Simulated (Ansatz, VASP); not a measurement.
# Mg (Magnesium) in two plane-wave programs

Aim: how closely do two programs agree when they are given the same cell, functional and k mesh? The cell comes out of the VASP series on this material, whose earlier steps may have relaxed, scaled or displaced it; both programs get it as it stands.

Calculated with Ansatz 0.2.0; plane waves, with VASP 6.6.1 beside it; relaxation of cell and atoms at LDA.

**1. Starting point**

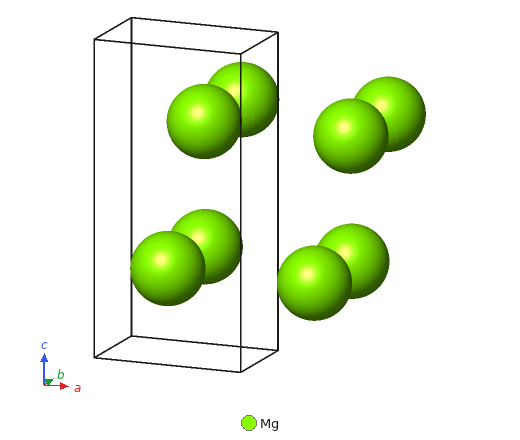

The starting structure, seen slightly off an axis (magnesium green). 2×2×1 cells are drawn.

**2. VASP: relaxation of cell and atoms, LDA**

The relaxed volume is the usual yardstick between codes: its relative difference is about their pressure difference at one cell divided by the bulk modulus.

Lines of VASP's logs that name or quote its potential files are left out, and so is its time.

File INCAR:

```
SYSTEM = Mg
PREC = Accurate
ENCUT = 450
EDIFF = 1E-06
NELM = 100
ISMEAR = 1
SIGMA = 0.1
LREAL = .FALSE.
ALGO = Normal
GGA = CA
LORBIT = 11
LWAVE = .FALSE.
LCHARG = .FALSE.
KPAR = 2
IBRION = 2
NSW = 50
ISIF = 3
EDIFFG = -0.01
```

File POSCAR:

```
Mg
1.0
    3.1121097582      0.0000000000      0.0000000000
   -1.5560548791      2.6951661100      0.0000000000
    0.0000000000      0.0000000000      5.1299594410
Mg
2
Direct
    0.6666666667      0.3333333333      0.7500000000
    0.3333333333      0.6666666667      0.2500000000
```

File KPOINTS:

```
Automatic mesh
0
Gamma
10 10 6
0 0 0
```

The projector-augmented-wave data sets are Mg (LDA family, release 64).

Launch:

```sh
mpirun -np 2 vasp_std
```

Numbers of over 12 decimals in the logs are rounded to 6 here.

Log:

```text
[banner, memory and clock lines left out]
running    2 mpi-ranks, on    1 nodes
 distrk:  each k-point on    1 cores,    2 groups
 distr:  one band on    1 cores,    1 groups

 POSCAR found type information on POSCAR Mg
 POSCAR found :  1 types and       2 ions
 LDA part: xc-table for (Slater(with rela. corr.)+CA(PZ))
 , standard interpolation
 POSCAR, INCAR and KPOINTS ok, starting setup
 FFT: planning ... GRIDC
 FFT: planning ... GRID_SOFT
 FFT: planning ... GRID
 WAVECAR not read
 entering main loop
       N       E                     dE             d eps       ncg     rms          rms(c)
DAV:   1    -0.533662016470E+00   -0.53366E+00   -0.11860E+03   672   0.419E+02
DAV:   2    -0.361398946180E+01   -0.30803E+01   -0.29443E+01   894   0.288E+01
DAV:   3    -0.363659884444E+01   -0.22609E-01   -0.22504E-01   972   0.333E+00
DAV:   4    -0.363665192320E+01   -0.53079E-04   -0.53049E-04   918   0.134E-01
DAV:   5    -0.363665204546E+01   -0.12226E-06   -0.12228E-06  1008   0.516E-03    0.918E-01
DAV:   6    -0.362505256259E+01    0.11599E-01   -0.58680E-04   852   0.194E-01    0.584E-01
DAV:   7    -0.361597276935E+01    0.90798E-02   -0.20081E-03   780   0.354E-01    0.293E-02
DAV:   8    -0.361596417390E+01    0.85955E-05   -0.14049E-05  1056   0.283E-02    0.627E-03
DAV:   9    -0.361596325075E+01    0.92315E-06   -0.62314E-07   678   0.547E-03
   1 F= -.36159633E+01 E0= -.36154648E+01  d E =-.361596E+01
 curvature:   0.00 expect dE= 0.000E+00 dE for cont linesearch  0.000E+00
 trial: gam= 0.00000 g(F)=  0.907E-53 g(S)=  0.476E-05 ort = 0.000E+00 (trialstep = 0.100E+01)
 search vector abs. value=  0.476E-05
 reached required accuracy - stopping structural energy minimisation
```

Parts of OUTCAR (step 2):

```text
ion  position               nearest neighbor table
   1  0.667  0.333  0.750-   2 3.13   2 3.13   2 3.13   2 3.13   2 3.13   2 3.13
   2  0.333  0.667  0.250-   1 3.13   1 3.13   1 3.13   1 3.13   1 3.13   1 3.13

  LATTYP: Found a hexagonal cell.
 ALAT       =     3.1121097582
 C/A-ratio  =     1.6483864129

 Subroutine GETGRP returns: Found 24 space group operations
 (whereof 12 operations were pure point group operations)

The static configuration has the point symmetry D_3d.
 The point group associated with its full space group is D_6h.

 Found     56 irreducible k-points:

   k-points           NKPTS =     56   k-points in BZ     NKDIM =     56   number of bands    NBANDS=      6

   dimension x,y,z NGX =    24 NGY =   24 NGZ =   36
   dimension x,y,z NGXF=    48 NGYF=   48 NGZF=   72

   ENCUT  =  450.0 eV  33.07 Ry    5.75 a.u.   5.38  5.38  8.87*2*pi/ulx,y,z

   NELECT =       4.0000    total number of electrons

 k-points in reciprocal lattice and weights: Automatic mesh
   0.00000000  0.00000000  0.00000000       0.002
   0.10000000  0.00000000  0.00000000       0.010
   0.20000000  0.00000000  0.00000000       0.010
   0.30000000  0.00000000  0.00000000       0.010
   0.40000000  0.00000000  0.00000000       0.010
   0.50000000  0.00000000  0.00000000       0.005
   0.10000000  0.10000000  0.00000000       0.010
   0.20000000  0.10000000  0.00000000       0.020
   0.30000000  0.10000000  0.00000000       0.020
[...]
0.40000000  0.20000000  0.50000000       0.010
   0.30000000  0.30000000  0.50000000       0.010

 average (electrostatic) potential at core
       1 -38.9252       2 -38.9252

 E-fermi :   2.9489

 k-point     1 :       0.0000    0.0000    0.0000
  band No.  band energies     occupation
      1      -4.3881      2.00000
      2       0.9760      2.00000
      3       1.3976      2.00000
      4      14.2542      0.00000
      5      14.2542      0.00000
      6      14.4685      0.00000

 k-point     2 :       0.1000    0.0000    0.0000
  band No.  band energies     occupation
      1      -4.1808      2.00000
      2       1.1639      2.00000
      3       1.5987      2.00000
      4      11.3941      0.00000
      5      12.8347      0.00000
      6      13.6097      0.00000

 k-point     3 :       0.2000    0.0000    0.0000
  band No.  band energies     occupation
      1      -3.5618      2.00000
      2       1.7285      2.00000
      3       2.1897      2.00000
      4       8.2993      0.00000
      5      11.6464      0.00000
      6      12.0044      0.00000

  Total        0.0090872      0.0090872      0.0056904      0.0000000      0.0000000      0.0000000
  in kB        0.3383653      0.3383653      0.2118836      0.0000000      0.0000000      0.0000000
  external PRESSURE =       0.2962047 kB  Pullay stress =       0.0000000 kB

  energy-cutoff  :      450.00
  volume of cell :       43.03
      direct lattice vectors                 reciprocal lattice vectors
     3.112109758  0.000000000  0.000000000     0.321325428  0.185517322  0.000000000
    -1.556054879  2.695166110  0.000000000     0.000000000  0.371034645  0.000000000
     0.000000000  0.000000000  5.129959441     0.000000000  0.000000000  0.194933315

 POSITION                                       TOTAL-FORCE (eV/Angst)
 -----------------------------------------------------------------------------------
      1.55605      0.89839      3.84747         0.000000      0.000000      0.000000
     -0.00000      1.79678      1.28249         0.000000     -0.000000      0.000000
 -----------------------------------------------------------------------------------
    total drift:                               -0.000000      0.000000     -0.000000

  FREE ENERGIE OF THE ION-ELECTRON SYSTEM (eV)
  ---------------------------------------------------
  free  energy   TOTEN  =        -3.6159632507 eV

  energy  without entropy=       -3.6144680477  energy(sigma->0) =       -3.61546485

 reached required accuracy - stopping structural energy minimisation

 total charge
# of ion       s       p       d       tot
------------------------------------------
    1        0.224   0.140   0.013   0.378
    2        0.224   0.140   0.013   0.378
--------------------------------------------------
tot          0.449   0.279   0.027   0.755

[... 3 further parts left out ...]
```

CONTCAR:

```
Mg
   1.00000000000000
     3.1121097581999999    0.0000000000000000    0.0000000000000000
    -1.5560548791000000    2.6951661100000002    0.0000000000000000
     0.0000000000000000    0.0000000000000000    5.1299594409999996
  Mg
     2
Direct
     0.6666666667000030    0.3333333332999970    0.7500000000000000
     0.3333333332999970    0.6666666667000030    0.2500000000000000
```

**3. Ansatz: relaxation of cell and atoms, LDA**

Ansatz runs on its default PAW (the set named soft_2) files.

The same cell, functional (in two slightly different forms), mesh and smearing now go to Ansatz, which takes its cutoff from its data sets.

File input.yaml:

```yaml
crystal:
  lattice:
    - [3.1121097582, 0.0, 0.0]
    - [-1.5560548791, 2.69516611, 0.0]
    - [0.0, 0.0, 5.129959441]
  atoms:
    - { symbol: Mg, position: [0.6666666667, 0.3333333333, 0.75] }
    - { symbol: Mg, position: [0.3333333333, 0.6666666667, 0.25] }
hamiltonian:
  xc: lda
  pseudopotentials: { kind: paw }
kpoints:
  mp_grid: { grid: [10, 10, 6] }
scf:
  occupations: { method: methfessel_paxton, width: 0.1 }
relax:
  f_tol: 0.01
  max_steps: 60
  cell: { stress_tol: 0.05 }
output:
  forces: true
  stress: true
```

Launch:

```sh
ansatz run input.yaml --threads 4 --pin off --max-ram 9216MiB --backend cpu --events-out ev --progress --plain --runs-dir out
```

Log:

```text
Engine: ansatz 0.2.0, aarch64-unknown-linux-gnu
Pseudopotentials: kind: paw
Pseudopotential: Mg, paw, valence charge 10, recommended cutoff 420 eV (normal), Mg.paw.azcp
Functional definition: SPW92
  exchange = slater_x
  correlation = pw_c
Crystal: 2 atoms, lattice volume = 43.028 Å³
Basis set: ecut = 420 eV, 833 PW (Γ)
Bands: 14, of which v1, the nominal top of the filled ones, is band 10 counted from 1 (9 counted from 0)
Symmetry: 24 space group operations
Space group: P63/mmc (ITA 194), of the structure as read, at distance tolerance 3.5e-5 Å
k-points: 56 of 600
Non-local potential: Mg, projectors of the file, l = 0: 3, l = 1: 2, l = 2: 1
PAW form: soft (Blöchl's): semilocal exchange-correlation on the pseudo side does not see the compensation charge
PAW frozen core: Mg, regenerated for the run's functional, and the local potential with it (the file was generated under x = pbe(κ = 0.804, μ = 0.219515), c = pbe(β = 0.066725))
PAW one-centre angular grid: Mg, 110 points (default); XC on 64 Gauss nodes
Initial density: superposition of atomic densities (neutral atoms: chi_scale 0, normalization atom), corrected by the library's trained network
Initial wavefunctions: pseudopotential atomic-orbital guess
Functional: x = slater, c = lda
SCF iter   1: F=—  HF=-3803.209508 eV  |F-HF|=—  |Δ(HF+E_count)|=         —  Δρ=6.55e-3  dr2=6.32e-3  ethr=1.77e-3  ⟨swp⟩=5.0  Hψ=4004  notcnv=0
preconditioner: auto → none  [metal: Δε(μ)=0.023 eV  Ē_g=7.185 eV  σ=0.100 eV  W_gap=0.19  n_scr=8 (ndim 8)  ℏωp=11.3 eV  f_vac=0.000  D(μ)=1.58/eV (n_scr^D=10)  sad-step TF]
SCF iter   2: F=—  HF=-3803.201762 eV  |F-HF|=—  |Δ(HF+E_count)|=   7.75e-3  S|Δr|=    0.00e0  Δρ=2.58e-3  dr2=1.35e-3  ethr=3.16e-5  ⟨swp⟩=2.0  Hψ=1719  notcnv=0
SCF iter   3: F=—  HF=-3803.201280 eV  |F-HF|=—  |Δ(HF+E_count)|=   4.82e-4  S|Δr|=    0.00e0  Δρ=4.51e-4  dr2=7.21e-5  ethr=6.77e-6  ⟨swp⟩=2.0  Hψ=1232  notcnv=0
SCF iter   4: F=—  HF=-3803.201297 eV  |F-HF|=—  |Δ(HF+E_count)|=   1.68e-5  S|Δr|=    0.00e0  Δρ=3.14e-5  dr2=1.90e-7  ethr=3.61e-7  ⟨swp⟩=1.0  Hψ=784  notcnv=0
SCF iter   5: F=-3803.201297 eV  HF=-3803.201297 eV  |F-HF|=5.98e-9  |Δ(HF+E_count)|=   6.92e-8  S|Δr|=    0.00e0  Δρ=3.40e-6  dr2=2.29e-9  ethr=5.00e-10  ⟨swp⟩=4.3  Hψ=2517  notcnv=0
SCF 1 converged in 5 iterations: F = -3803.201297 eV  dr2 = 2.29e-9
  greatest PAW one-centre occupation: 1.000 electrons in one spin orbital (limit 2), on the Mg atom at site 1 (counted from 0), in its partial waves of l = 1
relax step   1: F+E_penalty+E_count = -3803.20129659 eV  Δ(F+E_penalty+E_count) = +0.000e0 eV  max|allowed force component| = 4.626e-17 eV/Å  Δτ_max = 0.0000 Å  P = +0.358 GPa  Ω = 43.028 Å³  (5 SCF iters, dr2 threshold 1.00e-7 eV, accepted)
[...]
relax step   2: F+E_penalty+E_count = -3803.20171470 eV  Δ(F+E_penalty+E_count) = -4.181e-4 eV  max|allowed force component| = 4.626e-17 eV/Å  Δτ_max = 0.0000 Å  P = +0.043 GPa  Ω = 43.369 Å³  energy of the carried Pulay correction = -7.492e-6 eV  (3 SCF iters, dr2 threshold 2.00e-7 eV, accepted)
[...]
relax step   3: F+E_penalty+E_count = -3803.20172317 eV  Δ(F+E_penalty+E_count) = -8.473e-6 eV  max|allowed force component| = 4.626e-17 eV/Å  Δτ_max = 0.0000 Å  P = +0.043 GPa  Ω = 43.369 Å³  stress off target by 4.97e-2 GPa  SCF on the basis re-selected at this cell (its energy is not comparable with the rows above)  (3 SCF iters)
basis re-selected at this cell: Δ(F+E_penalty+E_count) = -8.473e-6 eV, ΔP = +0.000 GPa vs the last step (what re-selecting the basis moved, of the pressure what is left beyond the Pulay correction that the steps carried, after the strain that the cell walked since its last selection, with what the two solves' SCF thresholds leave and, on support functions, any second-order correction that the steps lacked; it is no m [...]
SCF converged after 3 iterations
Stability not checked: this state was not tested for a lower state beside it, because cold or Methfessel-Paxton smearing, or corrected tetrahedra, fill the levels in a way that the test cannot read (fill_not_monotonic; see scf.lower_state_search)
Free energy (F): -3803.201723 eV
Harris-Foulkes:  -3803.201723 eV  (|F-HF|=3.16e-10)
Internal energy: -3803.200221 eV  (E = F + TS)
E sigma→0 (E₀):  -3803.201348 eV
Entropy (-TS):   -0.001502 eV (-0.751 meV/atom)
Fermi energy:    6.071864 eV
--- Per-component energies (eV) ---
  E_band       = -705.778631
  E_kinetic    = 151.122502
  E_local      = -3195.448902  (includes V_loc(G=0)·N_el)
  E_nonlocal   = 193.317907
  E_hartree    = 1138.291139
  E_xc         = -56.814523
  E_vxc        = -73.861661  (∫ρ·V_xc dr)
  E_paw        = -542.597022  (= ΣΔE_a)
  E_vpaw       = -57.490664  (= ΣTr[D̂ρ^β])
  E_aug_tail   = -0.000000  (compensation charges beyond the density's cutoff)
  E_ewald      = -1491.372280
  E_core_change = 0.300959  (= ΣΔE_core)
  E_smearing   = -0.001502  (= −TS)
  E_closure    = 0.000000  (closes the sum)
  Σ components = -3803.201723   (vs F -3803.201723, Δ=0.00e0)
--- Forces (eV/Å), atoms counted from 1 ---
  atom   1  Mg    -0.00000000    -0.00000000    -0.00000000
  atom   2  Mg    -0.00000000     0.00000000     0.00000000
  max |Σ_I F_I| component: 1.39e-17 eV/Å
--- Stress (GPa, compression-positive) ---
        0.049659      -0.000000       0.000000
       -0.000000       0.049659       0.000000
        0.000000       0.000000       0.029911
  P = ⅓ Tr σ = 0.0431 GPa (0.431 kbar)
--- Relaxed structure (2 steps of the walk, 2 accepted, 1 SCFs on fresh bases) ---
  F+E_penalty+E_count = -3803.20172317 eV   max|allowed force component| = 4.626e-17 eV/Å   (the final SCF, on the basis selected at the relaxed cell)
  cell:  # Å, volume = 43.3695 Å³
    - [3.120571, 0, 0]
    - [-1.560286, 2.702494, 0]
    - [0, 0, 5.142633]
  atoms:
    - { symbol: Mg, position: [0.666667, 0.333333, 0.750000] }
    - { symbol: Mg, position: [0.333333, 0.666667, 0.25] }
```

Run time: 1.9 s. Hardware: 4 threads of Arm Neoverse N1, shared host; peak memory 0.29 GiB; 6 s of CPU time.

**4. Side by side**

Known differences besides the PAW data sets themselves: the two LDA forms differ slightly; both relaxations stop at a tolerance, which leaves soft axes loose, and VASP keeps its plane-wave basis; the data sets hold 20 valence electrons in Ansatz (default PAW (the set named soft_2) files) and 4 in VASP; the cutoff is 420 eV in Ansatz and 450 eV in VASP; Ansatz makes its cores anew for this functional, VASP keeps those of its LDA data sets; Ansatz adds a Pulay correction to the stress that steers its cell, VASP none. Total energies have different zeros and are not compared.

The two programs side by side:

```
                                         quantity  Ansatz   VASP  difference
                                      volume (Å³)   43.37  43.03     +0.79 %
edge a after relaxation, in the typed setting (Å)   3.121  3.112     +0.27 %
edge c after relaxation, in the typed setting (Å)   5.143  5.130     +0.25 %
```

The walks stopped with 0.04 GPa left in Ansatz and 0.03 GPa in VASP; each walk ends within a tolerance, so the volume difference is uncertain by about these residues over the bulk modulus, most in soft cells.

**5. Results**

- difference in volume (relaxation of cell and atoms, LDA): 0.79 %

The difference in volume is 0.79 % (relaxation of cell and atoms, LDA), within the 1.2 % picked in this series as the mark of a large difference, as far as the stopping tolerances let one tell. Differences of this kind measure data sets and numerical settings, not the functional's error against experiment.

[Lines on the potential files, build, host, timing and source positions are cut from VASP's logs without a mark.]

[Logs are printed without paths, hosts, clocks, repeated set-up lines and the standing remarks that a program may print on its own settings, such as how far it seeks lower states.]

[Hosts, paths, dates, database ids (printed as entryN), source tags and the programs' standing remarks are cut or masked in the printed files.]
